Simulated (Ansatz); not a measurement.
## Lu3InN (anti-perovskite): energy over volume and axial ratio

Lu3InN (anti-perovskite)

```cif
data_InLu3N
_chemical_formula_sum 'Lu3 In1 N1'
_space_group_name_H-M_alt 'Pm-3m'
_space_group_IT_number 221
_space_group_name_Hall '-P 4 2 3'
_cell_length_a 4.61819
_cell_length_b 4.61819
_cell_length_c 4.61819
_cell_angle_alpha 90.000
_cell_angle_beta 90.000
_cell_angle_gamma 90.000
loop_
_atom_site_label
_atom_site_type_symbol
_atom_site_symmetry_multiplicity
_atom_site_Wyckoff_symbol
_atom_site_fract_x
_atom_site_fract_y
_atom_site_fract_z
_atom_site_occupancy
Lu1 Lu 3 c 0.00000 0.50000 0.50000 1
In1 In 1 a 0.00000 0.00000 0.00000 1
N1 N 1 b 0.50000 0.50000 0.50000 1
```

Two coordinates are scanned: the volume, and the ratio of the stretch along z (the conventional c axis) to the stretch across it. Atoms keep their fractional coordinates.

Computed with PBEsol (plane waves to 420 eV, PAW, scalar-relativistic; Ansatz, a first-principles code). k mesh 10×10×10 (Γ-centred), Fermi-Dirac smearing 0.05 eV. Energies are smeared free energies. Stress and pressure are positive under compression. With partly filled bands, the response to shear is sensitive to the k mesh, so small differences along c/a are uncertain. Lu3InN is run without spin polarisation. Lu3InN was relaxed with its symmetry unable to fall. The zero of ΔE is the relaxed starting cell.

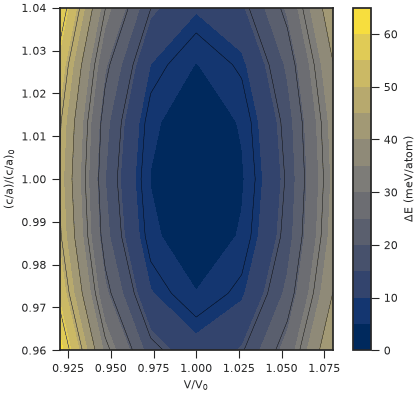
Fig. 1. ΔE (meV/atom) over the 7×7 grid of computed points.

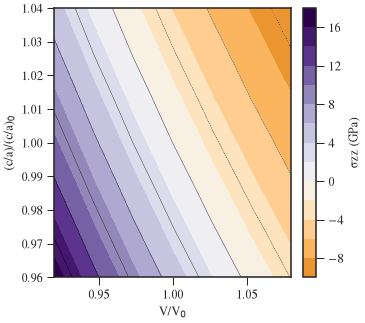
σzz (GPa) over the 7×7 grid of computed points.

The shear modulus C′ = (C11 − C12)/2 (fit, atoms clamped) is 85 GPa. Lowest place on the grid: V/V₀ = 1.000, (c/a)/(c/a)₀ = 1.000 (0 meV/atom). Highest place on the grid: V/V₀ = 0.920, (c/a)/(c/a)₀ = 0.960 (62 meV/atom).

Near the relaxed cell σzz − σxx = −2Cδ (compression positive), C being this modulus and δ the logarithm of the ratio.

(Under strain, the slope of the energy per volume gives the stress and its curvature an elastic modulus.)
